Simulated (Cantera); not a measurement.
Input: 1 mol B2O3, 0.27 mol N2, a varied amount of H2, 1.2 mol O2, equilibrated at 1273.15 K and 7.50 Torr.

Method: chemical equilibrium by Gibbs-energy minimisation in Cantera with the NASA 1993 tables (ideal gas, pure condensed phases). Candidate condensed phases: B, BN, B2O3, B3O3H3, H2O; 39 gas species. Gases not in the tables: H3BO3. Kinetics and transport are ignored.

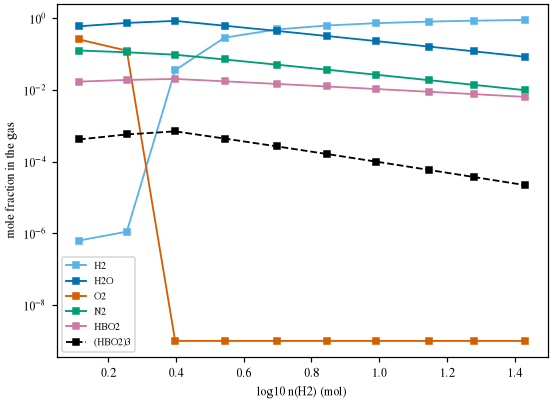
Figure: Equilibrium gas composition (values under 1e-9 drawn at 1e-9)

Question: Read off the mole fractions at 19 mol H2.

Answer: H2 about 0.86, H2O about 0.12, N2 about 0.014, HBO2 about 0.0077, (HBO2)3 about 3.8e-5.
